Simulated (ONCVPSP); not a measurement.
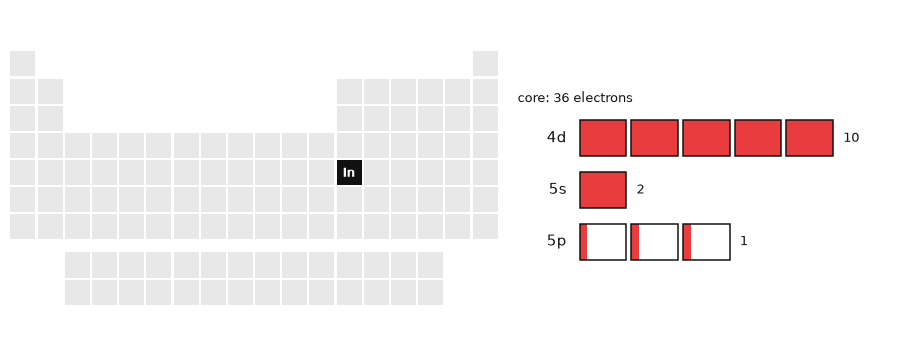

Fig. 1: Left, the place of indium in the periodic table; right, the valence shells of the reference configuration: a box for each of the 2l + 1 orbitals, shaded by the share of the shell that is filled, with the electron count at the right.

# Pseudopotential generation, with input and output: In

System: indium (In, Z = 49), core [Kr], reference valence 4d10 5s2 5p1, valence charge 13.
Method: ONCV potential, PBE, scalar-relativistic, made with ONCVPSP 4.0.1.

### Input
```
# ATOM AND REFERENCE CONFIGURATION
# atsym  z   nc   nv     iexc    psfile
  In 49.00    8    3        4      upf
#
#   n    l    f
    1    0    2.00
    2    0    2.00
    2    1    6.00
    3    0    2.00
    3    1    6.00
    3    2   10.00
    4    0    2.00
    4    1    6.00
    4    2   10.00
    5    0    2.00
    5    1    1.00
#
# PSEUDOPOTENTIAL AND OPTIMIZATION
# lmax
    2
#
#   l,   rc,      ep,       ncon, nbas, qcut
    0    2.20    0.00    4    9    3.20
    1    2.10    0.00    4    8    3.50
    2    1.25    0.00    5    9   10.00
#
# LOCAL POTENTIAL
# lloc, lpopt,  rc(5),   dvloc0
    4    5    0.95    0.00
#
# VANDERBILT-KLEINMAN-BYLANDER PROJECTORs
# l, nproj, debl
    0    2    1.10
    1    2    3.20
    2    2    0.15
#
# MODEL CORE CHARGE
# icmod, fcfact, rcfact
    3    5.25    1.55
#
# LOG DERIVATIVE ANALYSIS
# epsh1, epsh2, depsh
   -2.00    5.00    0.02
#
# OUTPUT GRID
# rlmax, drl
    6.00    0.01
#
# TEST CONFIGURATIONS
# ncnf
    4
# nvcnf
#   n    l    f
    3
    4    2   10.00
    5    0    2.00
    5    1    0.00
#
    3
    4    2   10.00
    5    0    1.00
    5    1    0.00
#
    3
    4    2   10.00
    5    0    0.00
    5    1    0.00
#
    3
    4    2   10.00
    5    0    1.00
    5    1    1.00
#
```

Command:
```bash
oncvpsp.x < In.dat > In.out
```

### Output (extracts)
```
ONCVPSP  (Optimized Norm-Conservinng Vanderbilt PSeudopotential)
scalar-relativistic version 4.0.1

#   n    l    f        energy (Ha)
    1    0    2.00    -1.0199550E+03
    2    0    2.00    -1.5271681E+02
    2    1    6.00    -1.3706868E+02
    3    0    2.00    -2.8979330E+01
    3    1    6.00    -2.3855262E+01
    3    2   10.00    -1.5901853E+01
    4    0    2.00    -4.3974108E+00
    4    1    6.00    -2.8712316E+00
    4    2   10.00    -6.8439220E-01
    5    0    2.00    -3.0176496E-01
    5    1    1.00    -9.2560952E-02

Reference configufation results
  iterations    22
  all-electron total energy (Ha)   -5.88163595D+03

Begin loop to  construct optimized pseudo wave functions
and semi-local pseudopoentials for all angular momenta

   Wellstate for l =  0  n =  6
     eigenvalue =   0.7982
     asymptotic potential =   1.2982
     half-point radius =  3.8612

Calculating optimized projector #   1

 for l=   0

    Fraction of norm inside rc  0.374204
    Optimizing pswf for qcut=   3.20 a_B^-1,  ecut=   5.12 Ha
    Residual kinetic energy error=  9.18D-04 Ha

    Energy error per electron        Cutoff
         Ha          eV             Ha
         0.01000     0.27211        3.36
         0.00100     0.02721        5.30
         0.00010     0.00272       26.95
         0.00001     0.00027       47.83

Calculating optimized projector #   2

 for l=   0

    Fraction of norm inside rc  0.227712
    Optimizing pswf for qcut=   3.20 a_B^-1,  ecut=   5.12 Ha
    Residual kinetic energy error=  2.39D-03 Ha

    Energy error per electron        Cutoff
         Ha          eV             Ha
         0.01000     0.27211        4.31
         0.00100     0.02721        5.98
         0.00010     0.00272       29.02
         0.00001     0.00027       62.85

   Wellstate for l =  1  n =  7
     eigenvalue =   3.1074
     asymptotic potential =   3.6074
     half-point radius =  3.6589

Calculating optimized projector #   1

 for l=   1

    Fraction of norm inside rc  0.116999
    Optimizing pswf for qcut=   3.49 a_B^-1,  ecut=   6.11 Ha
    Residual kinetic energy error=  1.04D-04 Ha

    Energy error per electron        Cutoff
         Ha          eV             Ha
         0.01000     0.27211        0.99
         0.00100     0.02721        4.00
         0.00010     0.00272        6.26
         0.00001     0.00027       41.07

Calculating optimized projector #   2

 for l=   1

    Fraction of norm inside rc  0.136916
    Optimizing pswf for qcut=   3.49 a_B^-1,  ecut=   6.11 Ha
    Residual kinetic energy error=  5.23D-02 Ha

    Energy error per electron        Cutoff
         Ha          eV             Ha
         0.01000     0.27211       12.24
         0.00100     0.02721       55.14
         0.00010     0.00272       64.24
         0.00001     0.00027       90.69

WARNING wellstate: negative energy specified for n= 5 l=  2
WARNING scattering state with energy  0.25000000
WARNING will be used for the first projector

   Wellstate for l =  2  n =  5
     eigenvalue =   0.2500
     asymptotic potential =   0.7500
     half-point radius =  6.6593

Calculating optimized projector #   1

 for l=   2

    Fraction of norm inside rc  0.628146
    Optimizing pswf for qcut=   9.99 a_B^-1,  ecut=  49.89 Ha
    Residual kinetic energy error=  3.50D-05 Ha

    Energy error per electron        Cutoff
         Ha          eV             Ha
         0.01000     0.27211       31.86
         0.00100     0.02721       40.14
         0.00010     0.00272       46.90
         0.00001     0.00027       69.21

Calculating optimized projector #   2

 for l=   2

    Fraction of norm inside rc  0.032599
    Optimizing pswf for qcut=   9.99 a_B^-1,  ecut=  49.89 Ha
    Residual kinetic energy error=  3.88D-06 Ha

    Energy error per electron        Cutoff
         Ha          eV             Ha
         0.01000     0.27211       21.20
         0.00100     0.02721       31.49
         0.00010     0.00272       40.25
         0.00001     0.00027       47.23

Construct Vanderbilt / Kleinmman-Bylander projectors

B matrix Hermiticity error, ll=   0
   1   2    7.2958E-05

  Orthonormal projector coefficients  9.1523E+00  7.1110E-01

B matrix Hermiticity error, ll=   1
   1   2   -1.3521E-04

  Orthonormal projector coefficients  9.1602E+00  1.0839E+00

B matrix Hermiticity error, ll=   2
   1   2    7.4561E-05

  Orthonormal projector coefficients  4.3120E+00  6.6286E-01

Model core correction analysis
  based on d2Exc/dn_idn_j

d2excae - all-electron derivatives

   -2.109837D-02   -6.560175D-03   -2.602300D-03
   -6.559520D-03   -2.659527D-02   -2.090575D-02
   -2.601668D-03   -2.090320D-02   -2.572095D-02

d2excps - pseudofunction derivatives with no core correction

   -3.315355D-02   -7.560514D-03   -2.840881D-03
   -7.559665D-03   -2.740526D-02   -2.130471D-02
   -2.840220D-03   -2.130248D-02   -2.591469D-02

rms 2nd derivative error    4.061396E-03

rmatch, rhocmatch    0.9636   10.7734

Teter function model core charge with specified parameters

d2excps - pseudofunction derivatives with core correction

   -1.927748D-02   -6.480987D-03   -2.582167D-03
   -6.480568D-03   -2.602333D-02   -2.076257D-02
   -2.581544D-03   -2.075977D-02   -2.567778D-02

rms 2nd derivative error    6.410910E-04

Pseudoatom total energy  -57.608809

Diagnostic tests using Vanderbilt-Kleinman-Bylander pseudopotentials
  1 or more projectors used as specified by nproj input data

   l    rcore       rmatch      e in        delta e   norm test  slope test

   0   2.2000287   2.2668263  -0.3017650  -0.0000011   1.0000293   1.0000508
   0   2.2000287   2.2668263   0.7982350   0.0000005   1.0001657   1.0001657

   1   2.1098058   2.1738641  -0.0925610   0.0000010   1.0000238   1.0000189
   1   2.1098058   2.1738641   3.1074391   0.0000080   1.0002592   1.0002592

   2   1.2537708   1.2918380  -0.6843922   0.0000038   1.0001518   1.0001867
   2   1.2537708   1.2918380   0.2500000   0.0000225   1.0003064   1.0003064

 Testing for bound ghosts
   n   l    E NL Schr. Eq   E Basis Diag.   E Cutoff

       0                      -11.040369     71.71  WARNING - GHOST(-)
   1   0       -0.301766       -0.299081     71.71

       1                       -1.530336     67.34  WARNING - GHOST(-)
   2   1       -0.092560       -0.066351     67.34

   3   2       -0.684388       -0.680894    281.88

 Testing for highly-localized positive-energy ghosts
       l    <radius>/rc     E Basis Diag.   E Cutoff

Test configuration 0

   n   l     f        eae           eps        diff
   1   0  2.0000-1019.95496395
   2   0  2.0000 -152.71680934
   2   1  6.0000 -137.06867834
   3   0  2.0000  -28.97933047
   3   1  6.0000  -23.85526208
   3   2 10.0000  -15.90185308
   4   0  2.0000   -4.39741076
   4   1  6.0000   -2.87123162
   4   2 10.0000   -0.68439220   -0.68438837    3.83D-06
   5   0  2.0000   -0.30176496   -0.30176607   -1.11D-06
   5   1  1.0000   -0.09256095   -0.09255995    1.01D-06

    Total energies and differences
      AE_ref= -5.88163595D+03  AE_tst= -5.88163595D+03  dif=  0.00D+00
      PS_ref= -5.76088089D+01  PS_tst= -5.76088089D+01  dif= -3.55D-14
      PSP excitation error=  3.55D-14

Test configuration 1

   n   l     f        eae           eps        diff
   1   0  2.0000-1020.23088656
   2   0  2.0000 -152.99126966
   2   1  6.0000 -137.34330486
   3   0  2.0000  -29.25359294
   3   1  6.0000  -24.12953529
   3   2 10.0000  -16.17605630
   4   0  2.0000   -4.67171257
   4   1  6.0000   -3.14569823
   4   2 10.0000   -0.95816598   -0.95682658    1.34D-03
   5   0  2.0000   -0.54849627   -0.54866387   -1.68D-04

    Total energies and differences
      AE_ref= -5.88163595D+03  AE_tst= -5.88143885D+03  dif=  1.97D-01
      PS_ref= -5.76088089D+01  PS_tst= -5.74116266D+01  dif=  1.97D-01
      PSP excitation error= -8.09D-05

Test configuration 2

   n   l     f        eae           eps        diff
   1   0  2.0000-1020.62443740
   2   0  2.0000 -153.38008447
   2   1  6.0000 -137.73238653
   3   0  2.0000  -29.64280069
   3   1  6.0000  -24.51873439
   3   2 10.0000  -16.56498989
   4   0  2.0000   -5.06106775
   4   1  6.0000   -3.53499747
   4   2 10.0000   -1.34244364   -1.33992324    2.52D-03
   5   0  1.0000   -0.86991953   -0.87158492   -1.67D-03

    Total energies and differences
      AE_ref= -5.88163595D+03  AE_tst= -5.88073196D+03  dif=  9.04D-01
      PS_ref= -5.76088089D+01  PS_tst= -5.67038296D+01  dif=  9.05D-01
      PSP excitation error= -9.97D-04

Test configuration 3

psatom: WARNING lschvkbb convergence error n,l,iter=   2   1   4
ea(ii),et,emin,emax -1.001161E-01 -1.101277E-01 -1.101277E-01 -1.101277E-01
run_config: WARNING for fully non-local PS atom, stg. 1
 WARNING no output for configuration 4

Test configuration 4

   n   l     f        eae           eps        diff
   1   0  2.0000-1020.29110303
   2   0  2.0000 -153.04997764
   2   1  6.0000 -137.40196562
   3   0  2.0000  -29.31310589
   3   1  6.0000  -24.18902460
   3   2 10.0000  -16.23541793
   4   0  2.0000   -4.73189678
   4   1  6.0000   -3.20579344
   4   2 10.0000   -1.01571742   -1.01489082    8.27D-04
   5   0  1.0000   -0.58462466   -0.58533298   -7.08D-04
   5   1  1.0000   -0.33863575   -0.33889839   -2.63D-04

    Total energies and differences
      AE_ref= -5.88163595D+03  AE_tst= -5.88119655D+03  dif=  4.39D-01
      PS_ref= -5.76088089D+01  PS_tst= -5.71690552D+01  dif=  4.40D-01
      PSP excitation error= -3.54D-04
```

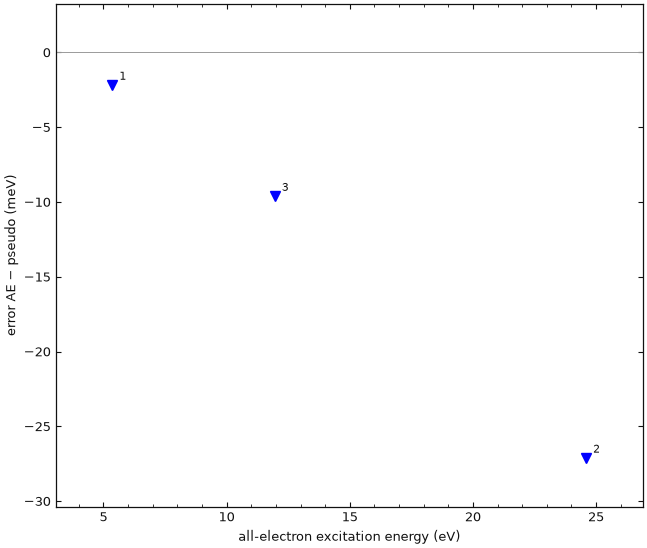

Fig. 2: Errors, all-electron minus pseudo, of the energies of valence configurations relative to the unpolarised reference 4d10 5s2 5p1. Points: 1 = 4d10 5s2 5p0; 2 = 4d10 5s1 5p0; 3 = 4d10 5s1 5p1. Not all tests gave a result: 1 of 4 tests not solved.

- Worst configuration: 4d10 5s1 5p0 (charge +2): the error is -27 meV on an all-electron energy of +24.60 eV relative to the reference, or 0.11 %.
- Errors in meV: 4d10 5s2 5p0: -2.2; 4d10 5s1 5p0: -27; 4d10 5s1 5p1: -9.6.
- Configurations within 10 meV and within 50 meV: 2 and 3 of 3. The potential isn't sound: its ghost test gives GHOST(-) flagged for s at -300.4 eV, p at -41.6 eV; no localised positive-energy state flagged.

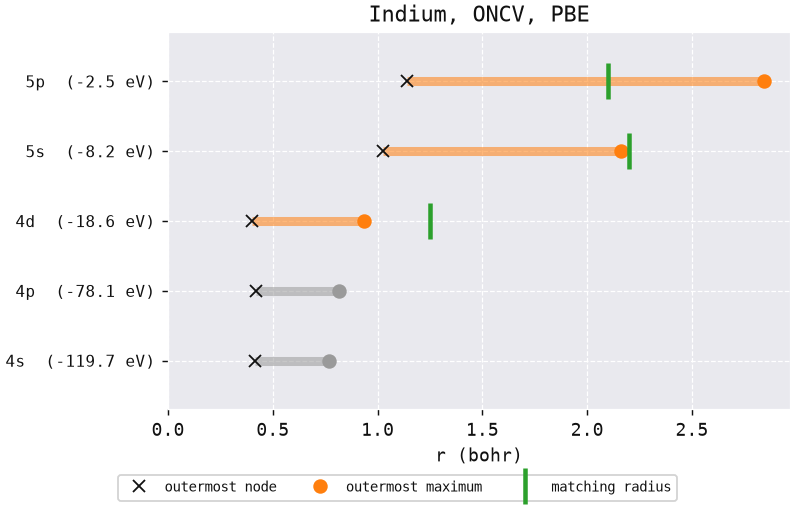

Fig. 3: Outer shells of the all-electron reference atom: each bar runs from the outermost node (or the nucleus) to the outermost maximum of u(r); the tick is the radius chosen for the pseudo-wave. Shells without a tick have no pseudo-wave of their own. Levels, nodes and maxima are from ld1.x, scalar-relativistic.

- Radii against the shells: 4d: 1.25 bohr, outside the maximum; 5s: 2.20 bohr, outside the maximum; 5p: 2.10 bohr, between node and maximum.

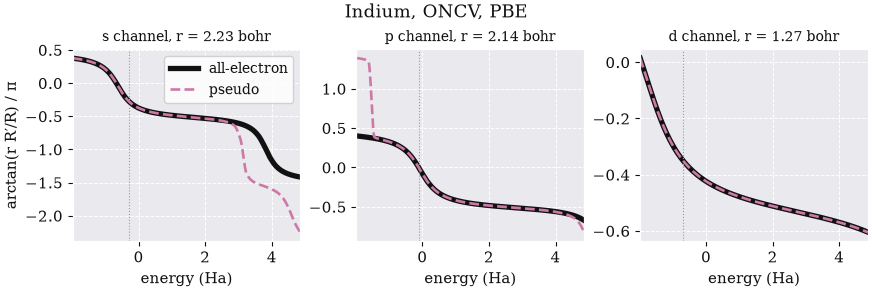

Fig. 4: Unwrapped phase arctan(r R′/R) in units of π against energy, all-electron (solid) and pseudo (dashed); the pseudo phase is matched to the all-electron one at the reference energy. Here R(r) is the radial function. A near-vertical step is a level narrower than the spacing of the points behind the curves. The dotted line marks the reference energy of the channel. Not drawn: f: not judged.

- Ghost states: Going away from the reference energies, the phases part by more than π/2 in: s at about 3.2 Ha (above its reference energy, pseudo phase lower); p at about -1.5 Ha (below its reference energy, pseudo phase higher, at the flagged ghost). Such a step is either a state that only one of the two atoms has or an ordinary level shifted in energy. The separate test gives: GHOST(-) flagged for s at -300.4 eV, p at -41.6 eV; no localised positive-energy state flagged. The other bound ghosts lie below the range of the plot.
- Range over which the phases agree within 0.05 rad: s: up to about 2.6 Ha; p: between about -1.4 and 4.4 Ha; d: over the whole range drawn.

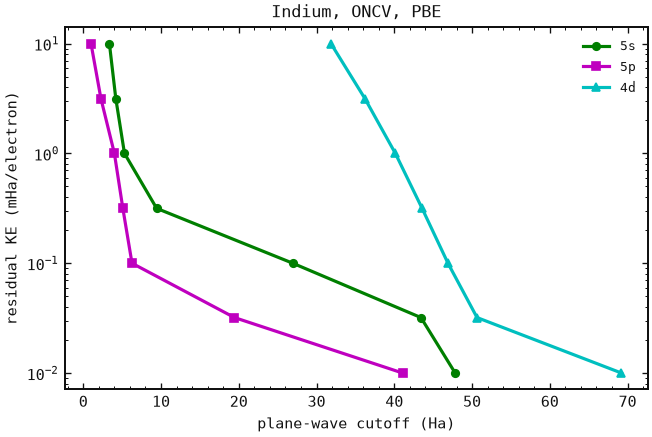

Fig. 5: Residual kinetic energy of the pseudo-waves (the first of each channel, and further valence shells) beyond the plane-wave cutoff, as the generator prints it.

- Cutoffs for the occupied states: 40 Ha for 1 mHa and 47 Ha for 0.1 mHa per electron. The first is set by 4d.
- Cutoffs for 1 mHa per electron: 4d: 40 Ha; 5s: 5.3 Ha; 5p: 4.0 Ha.
- Hardest wave at 1 mHa per electron: 4d, with rc = 1.25 bohr and qcut = 10 1/bohr. The optimisation minimises, but can't always remove, the kinetic energy above qcut²/2 = 50.0 Ha, and a larger rc would as a rule soften the wave at some cost in transferability.

### Results in brief

- outcome: generated, with a ghost state
- cutoffs needed: 40 Ha and 47 Ha (the cutoffs at which the residual kinetic energy of the hardest occupied pseudo-wave falls to 1 and 0.1 mHa per electron)
- ghost test: GHOST(-) flagged for s at -300.4 eV, p at -41.6 eV; no localised positive-energy state flagged
- configuration tests: 1 of 4 tests not solved
- rms error of d²Exc/dni dnj: 4.06 mHa without and 0.64 mHa with the model core
- largest excitation error among the tests solved: -27 meV (all-electron minus pseudo) for 4d10 5s1 5p0
- range over which the phases arctan(r R′/R) at the test radius agree within 0.05 rad (a looser test near the poles than one of phase shifts): s: up to about 2.6 Ha; p: between about -1.4 and 4.4 Ha; d: over the whole range computed; f: not judged, local potential alone
- hardware: 1 CPU thread, shared host
- wall time: 4.1 s

### Notes

The potential has a bound ghost state, so it can't be used as it stands. Warnings of the program, in the generation or the tests: wellstate: negative energy specified for n= 5 l= 2; psatom: WARNING lschvkbb convergence error n,l,iter= 2 1 4.
